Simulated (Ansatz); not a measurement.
Carrier doping in hypothetical P4_2/mnm InP

Base system: InP (space group P4_2/mnm, No. 136; a = 7.175 Å, c = 4.163 Å; a hypothetical phase, not in the database extracts checked).

Carriers are added at fixed cell with a uniform background; the Fermi–Dirac width is that of 300 K.

All numbers come from PBEsol in Ansatz (plane waves to 420 eV, PAW, no spin-orbit coupling).

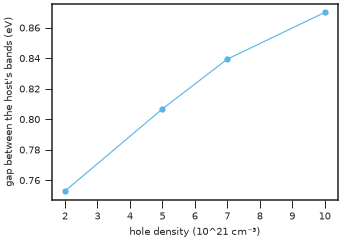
Gap between the host's bands against hole density

Task: From the plot, what is the gap between the host's bands for holes 5.0×10^21 cm⁻³?

Result: About 0.81 eV.

Task: Is the trend monotonic over the range shown?

Result: Yes, it rises throughout, spanning 0.75 eV to 0.87 eV.

Charged cell with a jellium background: band edges are those of the host's band count, energies are not comparable with the neutral cell, and many-body gap narrowing is missing. Whether these cells are dynamically stable was not tested.

Ansatz is an electronic-structure program.
